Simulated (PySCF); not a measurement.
SMILES C[SiH](C[Si](O)(O)C)C at its GFN2-xTB optimised geometry (Å):

```
22

Si    -1.5543    -1.0412     0.0000
C     -2.2166     0.7386     0.0000
C     -2.1764    -1.9524     1.5546
C      0.3501    -1.0412     0.0000
Si     1.1531    -0.1407    -1.4709
C      0.6527    -0.9390    -3.1147
O      0.7021     1.4215    -1.5484
O      2.7862    -0.0708    -1.2773
H     -2.0503    -1.7612    -1.1902
H     -3.2959     0.7646    -0.1158
H     -1.7778     1.3036    -0.8153
H     -1.9743     1.2548     0.9249
H     -1.8301    -2.9809     1.5773
H     -3.2612    -1.9735     1.5857
H     -1.8338    -1.4725     2.4670
H      0.6970    -2.0737     0.0263
H      0.7044    -0.5855     0.9254
H     -0.3900    -0.7406    -3.3329
H      1.2423    -0.5470    -3.9377
H      0.7833    -2.0164    -3.0948
H      1.2402     2.0737    -1.1074
H      3.2959    -0.8738    -1.2440
```

Calculation: CAM-B3LYP/def2-SVP in PySCF.

Map of the electrostatic potential (hartree/e), clipped to [-0.08, 0.12] on the plane z = 0.6 Å:

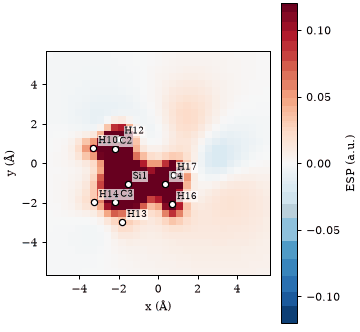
*Electrostatic potential (hartree/e), clipped to [-0.08, 0.12] on the plane z = 0.6 Å.*
